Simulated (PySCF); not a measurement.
**C₅H₁₅FSi₃ (SMILES FC/C=C\[SiH2][C@H]([SiH3])C[SiH3]): density, localisation and related maps**

Input file:

```
{"job": {"kind": "nmr", "xc": "PBE0", "basis": "pcSseg-1"}, "charge": 0, "multiplicity": 1}
F      4.864688     0.108673    -0.092548
C      3.569951     0.540075     0.082648
C      2.667233    -0.077058    -0.933455
C      1.395472    -0.381444    -0.718931
Si     0.463134    -0.131753     0.899205
C     -1.380445    -0.511537     0.614536
Si    -1.699070    -2.370187     0.315246
C     -2.019825     0.310185    -0.514682
Si    -2.113748     2.188077    -0.225792
H      3.275567     0.281518     1.103334
H      3.596319     1.632284    -0.028279
H      3.146155    -0.251937    -1.890149
H      0.845458    -0.806795    -1.549009
H      0.992288    -1.045981     1.923063
H      0.644253     1.246268     1.383339
H     -1.892135    -0.252413     1.548061
H     -1.158436    -3.162802     1.419307
H     -1.081543    -2.789530    -0.945734
H     -3.146649    -2.589034     0.219915
H     -1.487306     0.117128    -1.449016
H     -3.040644    -0.050967    -0.677620
H     -0.790809     2.801935    -0.362825
H     -2.646151     2.448864     1.114173
H     -3.015490     2.766195    -1.227235
```

Launched as:

```sh
OMP_NUM_THREADS=1 python probes_run.py task.json out
```

Geometry: GFN2-xTB.

All numbers below come from PySCF, PBE0/pcSseg-1, SCF density, gas phase, non-relativistic.

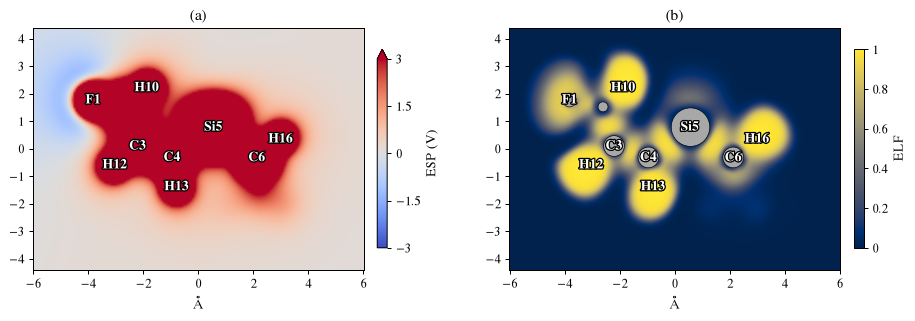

Figure 1. (a) electrostatic potential; (b) electron localisation function on the plane of atoms C4, Si5 and C6. Grey discs cover the atomic cores in the ELF map.

> What do the fields say about this system?

- Atoms in the plane: F, C, Si and H.
- C–C (1.33 Å): the ELF peaks at about 0.90 between the atoms; a multiple bond.
- C–Si (1.88 Å): the ELF peaks at about 0.95 between the atoms; a shared electron pair.
- C–H (1.08 Å): the ELF climbs to about 1 towards the hydrogen, as it does in any bond to H (a covalent bond by its length).
- The ELF also peaks beside F1, away from the bonds: lone-pair regions.
- Outside the dense part of the molecule the potential is most negative (−1.2 V) near F1.

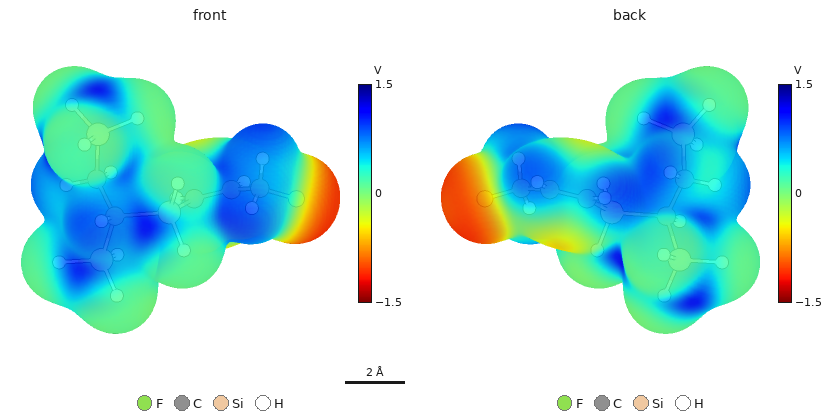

Figure 2. The molecular electrostatic potential painted on the density surface at 0.002 e/bohr³, seen from the front and from behind; the colour scale runs from red (negative) to blue (positive).

> Describe the electrostatic potential map.

The most negative region (about −1.1 V, or −25 kcal/mol for a unit charge) lies over F1, the most positive (about +1.1 V, or +25 kcal/mol for a unit charge) over Si5, Si7 and Si9.

> What dipole moment does the calculation give?

Its dipole moment is 1.85 D.
